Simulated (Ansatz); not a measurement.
Input file:

```
crystal:
  periodic: [false, false, false]
  atoms:
    - { symbol: O, position_ang: [-1.3462, -0.7683, -0.2377] }
    - { symbol: Sn, position_ang: [0.3295, 0.22, -0.4587] }
    - { symbol: O, position_ang: [1.3638, 0.0286, 1.1883] }
    - { symbol: H, position_ang: [-1.8101, -0.5221, -1.0926] }
    - { symbol: H, position_ang: [0.0365, 1.9135, -0.7802] }
    - { symbol: H, position_ang: [1.4685, -0.9356, 1.3348] }
magnetization:
  spin_polarized: true
  initial_magnetization: 1
basis:
  gaussian: { orbitals: def2-SVP }
hamiltonian:
  xc: pbe0
  dispersion: d4
relax:
  f_tol: 0.02
  max_steps: 50
output:
  orbitals: {}
```

Command:

```sh
ansatz run input.yaml --threads 2 --pin off --max-ram 3072MiB --backend cpu --events-out ev --progress --plain --runs-dir out
```

The fields are those of the relaxed geometry.

Core potentials replace the inner electrons of Sn.

Computed with Ansatz 0.2.0, UKS PBE0-D4/def2-SVP.

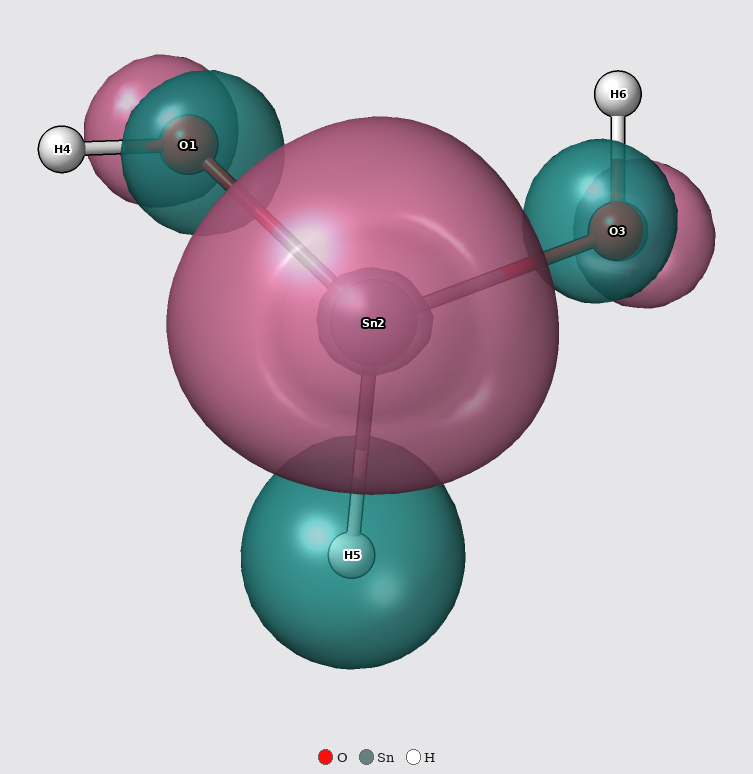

H3O2Sn (doublet). The LUMO (β) at ±0.15 Å⁻³ᐟ² (teal and pink are the two phases), seen across its widest extent.

Describe this orbital and give its energy.

Answer. By Hirshfeld shares it lies mainly on Sn2 (about 60 %), H5 (about 15 %), O1 (about 10 %) and O3 (about 10 %). Its energy is −3.36 eV.
